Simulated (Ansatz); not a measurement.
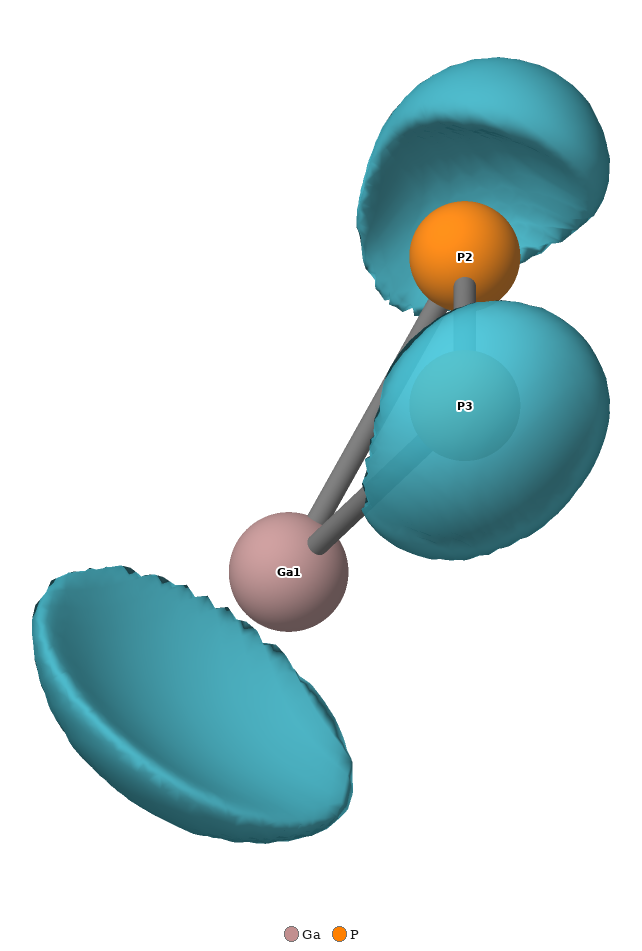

The picture shows: GaP$_{2}$ (doublet). Isosurface of the ELF at 0.9 (cyan), seen at an oblique angle. Core shells and regions of very low density are left out.

Geometry: PBE0-D4/def2-TZVP.

All numbers below come from Ansatz, UKS PBE0-D4/def2-TZVP.

Describe the localisation domains.

Answer. The ELF exceeds this value in one lobe on Ga, pointing away from the bonds (non-bonding electrons) and two lobes on P, pointing away from the bonds (non-bonding electrons). Profiles from the grid: P–P (1.96 Å): the ELF peaks at about 0.85 between the atoms (a covalent bond). Ga–P (2.61 Å): the ELF peaks at about 0.75 in the valence shell of P, 1.0 Å from its nucleus, and is about 0.50 at the midpoint.
